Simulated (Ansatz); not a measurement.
# Two runs on SnH₃ClO

System: SnH₃ClO, SMILES [OH][SnH2][Cl].
Method of run 1: RKS PBE0-D4/def2-TZVPP (Ansatz 0.2.0).

The geometry comes from this level: PBE0-D4/def2-TZVP. Text and figures count atoms from 1; the logs count them from 0 in places.

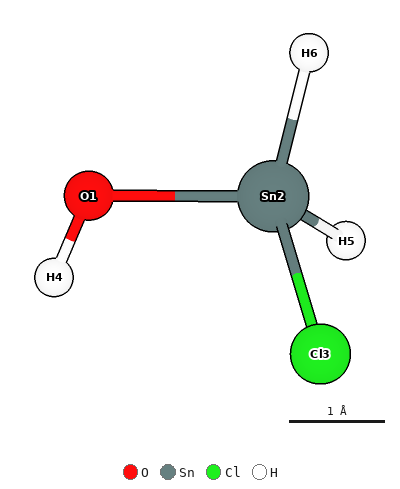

The structure as given in the input (ball-and-stick view, seen at a tilt; atoms are numbered from 1 in the order of the input). Sticks mark near contacts.

## Input file, run 1
```yaml
crystal:
  periodic: [false, false, false]
  atoms:
    - {symbol: O, position_ang: [-1.416317, -0.543195, -0.284978]}
    - {symbol: Sn, position_ang: [0.233179, 0.397551, 0.167348]}
    - {symbol: Cl, position_ang: [1.828001, -1.233585, 0.640790]}
    - {symbol: H, position_ang: [-1.308162, -1.198207, -0.978759]}
    - {symbol: H, position_ang: [0.825291, 1.259568, -1.174856]}
    - {symbol: H, position_ang: [-0.119993, 1.253866, 1.584353]}
basis:
  gaussian: {orbitals: def2-TZVPP}
hamiltonian: {xc: pbe0, dispersion: d4}
output: {orbitals: {seedname: orbitals}}
```

Hardware: 2 CPU threads, shared host.

## Output (run 1)
```
Functional definition: PBE0
  parameter a = 0.25
  parameter kappa = 0.804
  parameter beta = 0.06672455060314922
  exchange = (1 - a)*pbe_x(kappa = kappa, mu = beta*pi^2/3) + a*exact_x
  correlation = pbe_c(beta = beta)
1114 factors; their error is unknown
mean field evaluation 1: about -20440.9538 eV, gradient 5.8e1 eV
mean field evaluation 2: about -20417.6753 eV, gradient 1.2e2 eV
mean field evaluation 4: about -20446.3954 eV, gradient 6.0e0 eV
mean field evaluation 8: about -20446.5752 eV, gradient 2.7e-1 eV
mean field evaluation 16: about -20446.5753 eV, gradient 3.2e-5 eV
mean field -20446.57530621 eV, -751.3977833167 hartree, gradient 3.2e-5 eV, S^2 0.000000; 0 other end points of the search recorded, 0 dependent functions left out
reference -20446.57533836 eV, -751.3977844981 hartree; 25, 25 occupied and 140, 140 virtual orbitals, 1114 factors
Total energy: -20446.67379595 eV, -751.4014027480 hartree
```

The input of run 2 differs as follows (lines with − go, lines with + come):
```diff
-  gaussian: {orbitals: def2-TZVPP}
+  gaussian: {orbitals: "def2-QZVPP.json"}
```

How does run 2 compare with run 1?

The total energy of run 2 is 13.1 kcal/mol lower, which measures the change of basis and not a stability. The LUMO goes from −0.86 to −0.96 eV. The basis functions go from 165 to 299.

## Output (run 2)
```
Functional definition: PBE0
  parameter a = 0.25
  parameter kappa = 0.804
  parameter beta = 0.06672455060314922
  exchange = (1 - a)*pbe_x(kappa = kappa, mu = beta*pi^2/3) + a*exact_x
  correlation = pbe_c(beta = beta)
1199 factors; their error is unknown
mean field evaluation 1: about -20441.3734 eV, gradient 5.9e1 eV
mean field evaluation 2: about -20416.4922 eV, gradient 1.2e2 eV
mean field evaluation 4: about -20446.9891 eV, gradient 6.5e0 eV
mean field evaluation 8: about -20447.1448 eV, gradient 3.2e-1 eV
mean field evaluation 16: about -20447.1448 eV, gradient 4.1e-5 eV
mean field -20447.14481665 eV, -751.4187124392 hartree, gradient 4.1e-5 eV, S^2 0.000000; 0 other end points of the search recorded, 0 dependent functions left out
reference -20447.14485065 eV, -751.4187136887 hartree; 25, 25 occupied and 274, 274 virtual orbitals, 1199 factors
Total energy: -20447.24330824 eV, -751.4223319385 hartree
```

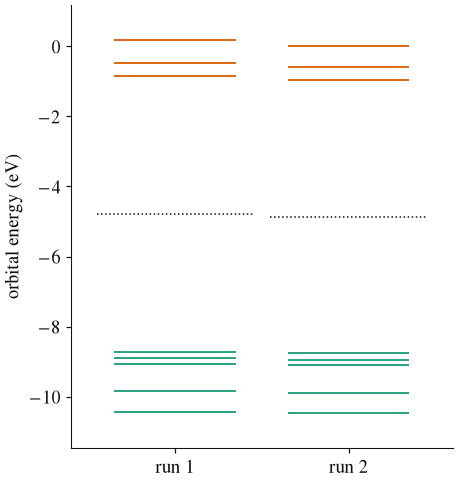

The five highest filled and three lowest empty orbital energies of the two runs; the dotted lines part filled from empty levels. The HOMO–LUMO gap is 7.87 eV in run 1 and 7.81 eV in run 2.

## The two runs side by side

| quantity | run 1 | run 2 |
| --- | --- | --- |
| outcome | converged | converged |
| total energy (hartree) | −751.401403 | −751.422332 |
| HOMO (eV) | −8.73 | −8.77 |
| LUMO (eV) | −0.86 | −0.96 |
| basis functions | 165 | 299 |
| wall time (shared host) | 1.9 s | 4.7 s |
